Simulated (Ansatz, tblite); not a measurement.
# AlH2(vinyl) (C2H5Al): which spin state is lowest

Is the singlet the ground state of AlH2(vinyl) (C2H5Al)? Other spin states are computed and compared level by level.

Method: as each input shows; program: Ansatz 0.2.0, Gaussian basis.

The runs, in order: triplet, at the geometry of the singlet (GFN1-xTB, GFN2-xTB, PBE0-D4/def2-TZVP, PBE-D4/def2-TZVP, r2SCAN-D4/def2-TZVP); the singlet's energies come from earlier runs.

## 1. The geometry

The geometry is that of the singlet, from an earlier relaxation (PBE0-D4/def2-TZVP).

8 atoms, charge 0, spin multiplicity 1.

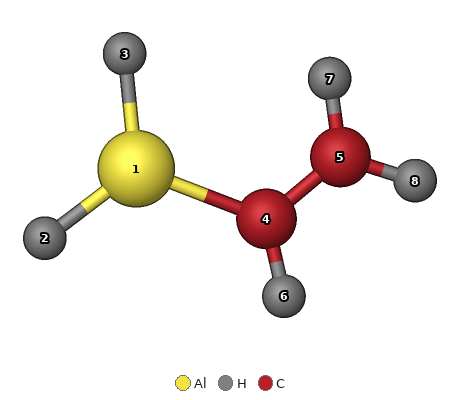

The geometry (aluminium yellow, hydrogen grey, carbon red); atoms are numbered from 1 in the order of the file.

## 2. Triplet at the fixed geometry, GFN1-xTB

Tight binding, by tblite at 300 K electronic temperature and without a spin-polarisation term:

```python
tblite.interface.Calculator('GFN1-xTB', numbers, positions, charge=0, uhf=2).singlepoint()
```

Energy -216.8536 eV; 0.003 s.

## 3. Triplet at the fixed geometry, GFN2-xTB

Tight binding, by tblite at 300 K electronic temperature and without a spin-polarisation term:

```python
tblite.interface.Calculator('GFN2-xTB', numbers, positions, charge=0, uhf=2).singlepoint()
```

Energy -209.1758 eV; 0.004 s.

## 4. Triplet at the fixed geometry, PBE0-D4/def2-TZVP

File in.yaml:

```yaml
crystal:
  periodic: [false, false, false]
  atoms:
    - {symbol: Al, position_ang: [0.826764, 1.166967, -0.389542]}
    - {symbol: H, position_ang: [1.951627, 1.569519, -1.435264]}
    - {symbol: H, position_ang: [0.288613, 2.210827, 0.680167]}
    - {symbol: C, position_ang: [0.048754, -0.607470, -0.345579]}
    - {symbol: C, position_ang: [-0.877839, -0.897776, 0.573098]}
    - {symbol: H, position_ang: [0.325383, -1.406546, -1.033496]}
    - {symbol: H, position_ang: [-1.216023, -0.158510, 1.296920]}
    - {symbol: H, position_ang: [-1.347270, -1.877001, 0.653697]}
basis:
  gaussian: {orbitals: def2-TZVP}
magnetization: {spin_polarized: true, initial_magnetization: 2}
hamiltonian: {xc: pbe0, dispersion: d4}
scf: {omitted_lower_state_checks: [starts]}
output: {orbitals: {seedname: orbitals}}
```

The run is started by

```
$ ansatz run in.yaml --threads 4 --pin off --events-out ev --progress --plain --max-ram 3916MiB
```

Log:

```text
Functional definition: PBE0
  name "PBE0"
  cite "Adamo & Barone, J. Chem. Phys. 110, 6158 (1999) doi:10.1063/1.478522"
  cite "Perdew, Burke & Ernzerhof, Phys. Rev. Lett. 77, 3865 (1996) doi:10.1103/PhysRevLett.77.3865"
  parent pbe
  parameter a = 0.25
  parameter kappa = 0.804
  parameter beta = 0.06672455060314922
  exchange = (1 - a)*pbe_x(kappa = kappa, mu = beta*pi^2/3) + a*exact_x
  correlation = pbe_c(beta = beta)
these checks for a lower state are left out or cut short: starts
859 factors; their error is unknown
mean field evaluation 1: about -8724.3279 eV, gradient 5.2e1 eV
mean field evaluation 2: about -8592.8538 eV, gradient 1.2e2 eV
mean field evaluation 4: about -8736.8372 eV, gradient 2.4e1 eV
mean field evaluation 8: about -8742.2980 eV, gradient 2.1e0 eV
mean field evaluation 16: about -8742.3598 eV, gradient 1.5e-3 eV
mean field -8742.35979888 eV, -321.2757968244 hartree, gradient 1.8e-5 eV, S^2 2.007529; 0 other end points of the search recorded, 0 dependent functions left out
reference -8742.35983233 eV, -321.2757980538 hartree; 16, 14 occupied and 113, 115 virtual orbitals, 859 factors
Total energy: -8742.46084743 eV, -321.2795102903 hartree
Checks for a lower state left out: starts
```

Run time: 2 s. Hardware: 4 threads of Arm Neoverse V1, shared host.

HOMO -4.40 eV, LUMO -5.09 eV (over both spins; with the spin held, an empty level of the minority spin lies below the top filled one); ⟨S²⟩ 2.008 (pure: 2.00).

## 5. Triplet at the fixed geometry, PBE-D4/def2-TZVP

start.molden holds the orbitals of an earlier run on this state, given as this run's starting guess.

in.yaml: that of step 4 with these lines changed.

```diff
@@ -12,5 +12,5 @@
 basis:
-  gaussian: {orbitals: def2-TZVP}
+  gaussian: {orbitals: def2-TZVP, initial_orbitals: start.molden}
 magnetization: {spin_polarized: true, initial_magnetization: 2}
-hamiltonian: {xc: pbe0, dispersion: d4}
+hamiltonian: {xc: pbe, dispersion: d4}
 scf: {omitted_lower_state_checks: [starts]}
```

Same command.

Log:

```text
Functional definition: PBE
  name "PBE"
  cite "Perdew, Burke & Ernzerhof, Phys. Rev. Lett. 77, 3865 (1996) doi:10.1103/PhysRevLett.77.3865"
  parent pbe
  parameter kappa = 0.804
  parameter beta = 0.06672455060314922
  exchange = pbe_x(kappa = kappa, mu = beta*pi^2/3)
  correlation = pbe_c(beta = beta)
these checks for a lower state are left out or cut short: starts
839 factors; their error is unknown
mean field evaluation 1: about -8741.1917 eV, gradient 5.7e0 eV
mean field evaluation 2: about -8741.2598 eV, gradient 1.0e-1 eV
mean field evaluation 4: about -8741.2332 eV, gradient 2.0e-2 eV
mean field evaluation 8: about -8741.2333 eV, gradient 4.9e-3 eV
mean field evaluation 16: about -8741.2333 eV, gradient 1.6e-5 eV
mean field -8741.23325246 eV, -321.2343970071 hartree, gradient 4.9e-6 eV, S^2 2.006258; 0 other end points of the search recorded, 0 dependent functions left out
reference -8741.23329762 eV, -321.2343986666 hartree; 16, 14 occupied and 113, 115 virtual orbitals, 839 factors
Total energy: -8741.35399966 eV, -321.2388343851 hartree
Checks for a lower state left out: starts
```

Wall time 3.2 s (4 threads of Arm Neoverse V1, shared host).

From the report: HOMO -3.52 eV, LUMO -6.60 eV (over both spins; with the spin held, an empty level of the minority spin lies below the top filled one); ⟨S²⟩ 2.006 (pure: 2.00).

## 6. Triplet at the fixed geometry, r2SCAN-D4/def2-TZVP

in.yaml: that of step 5 with these lines changed.

```diff
@@ -14,3 +14,3 @@
 magnetization: {spin_polarized: true, initial_magnetization: 2}
-hamiltonian: {xc: pbe, dispersion: d4}
+hamiltonian: {xc: r2scan, dispersion: d4}
 scf: {omitted_lower_state_checks: [starts]}
```

The command is unchanged.

Log:

```text
Functional definition: r2SCAN
  name "r2SCAN"
  cite "Furness, Kaplan, Ning, Perdew & Sun, J. Phys. Chem. Lett. 11, 8208 (2020) doi:10.1021/acs.jpclett.0c02405"
  cite "Furness, Kaplan, Ning, Perdew & Sun, J. Phys. Chem. Lett. 11, 9248 (2020) doi:10.1021/acs.jpclett.0c03077"
  parent r2scan
  parameter k0 = 0.174
  parameter k1 = 0.065
  parameter a1 = 4.9479
  exchange = r2scan_x(k0 = k0, k1 = k1, a1 = a1)
  correlation = r2scan_c
these checks for a lower state are left out or cut short: starts
839 factors; their error is unknown
mean field evaluation 1: about -8746.2174 eV, gradient 3.7e0 eV
mean field evaluation 2: about -8746.2493 eV, gradient 4.1e-2 eV
mean field evaluation 4: about -8746.2229 eV, gradient 4.8e-4 eV
mean field evaluation 8: about -8746.2229 eV, gradient 6.9e-5 eV
mean field -8746.22287692 eV, -321.4177623242 hartree, gradient 1.1e-5 eV, S^2 2.011858; 0 other end points of the search recorded, 0 dependent functions left out
reference -8746.22289349 eV, -321.4177629329 hartree; 16, 14 occupied and 113, 115 virtual orbitals, 839 factors
Total energy: -8746.25130631 eV, -321.4188070849 hartree
Checks for a lower state left out: starts
```

Wall time 3.8 s (4 threads of Arm Neoverse V1, shared host).

From the report: HOMO -3.77 eV, LUMO -5.90 eV (over both spins; with the spin held, an empty level of the minority spin lies below the top filled one); ⟨S²⟩ 2.012 (pure: 2.00).

## 7. Triplet less singlet, vertical

The singlet's energies are those of its earlier runs, whose logs aren't repeated here.

```
              level  triplet less singlet, vertical (eV)     time
           GFN1-xTB                               +4.639  0.007 s
           GFN2-xTB                               +4.050  0.007 s
   PBE-D4/def2-TZVP                               +4.007      4 s
r2SCAN-D4/def2-TZVP                               +3.743    5.5 s
  PBE0-D4/def2-TZVP                               +3.872    3.5 s
```

Times add the two runs; a level without a time comes out of a correlated run. Tight binding without a spin term can't rank spin states.

## 8. Outcome

```
                                                quantity                                     value
triplet less singlet, vertical, functionals in def2-TZVP  +3.743 (r2SCAN-D4) to +4.007 eV (PBE-D4)
```

What this shows: All functionals put the triplet above the singlet, over a spread of 0.263 eV. The checks for a lower triplet were left out, so another state of that spin may lie lower. These are electronic energies, without zero-point motion, entropy or surroundings.
